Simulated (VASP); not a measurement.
Shape and ions are relaxed at each volume.

Energy against volume of ZrB₂ (AlB2 type). Level of theory: PBE GGA with D3 dispersion (zero damping), VASP's PBE PAW potentials (set 64) (plane waves; VASP 6.6.1).

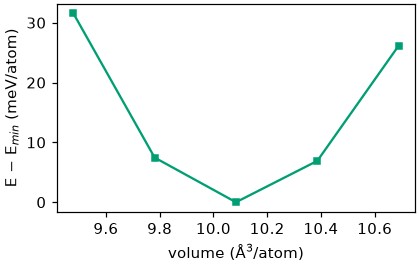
*Energy against volume*

### Question
Estimate the equilibrium volume and the bulk modulus.

### Answer
The minimum lies near 10.1 Å³/atom, and the curvature gives B0 of about 250 GPa.

The compound is ZrB2 in the AlB2 type structure. It was relaxed first.
